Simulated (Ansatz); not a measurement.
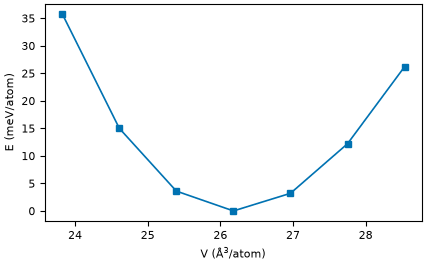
Mg$_{3}$Sb$_{2}$ (La2O3 or Ni2Al3 type, P-3m1) under volume change, the program Ansatz at the r²SCAN level (PAW), shape and atoms relaxed at each volume.

### Question
What does a third-order Birch–Murnaghan fit give for V₀, B₀ and B′?

### Answer
V₀ = 26.18 Å³/atom, B₀ = 45.9 GPa, B′ = 4.2.

Symmetry was held in the r²SCAN relaxation. Scalar-relativistic: spin–orbit coupling is off unless named, which matters more the heavier the elements.

Potentials: the later of the program's two PAW sets.
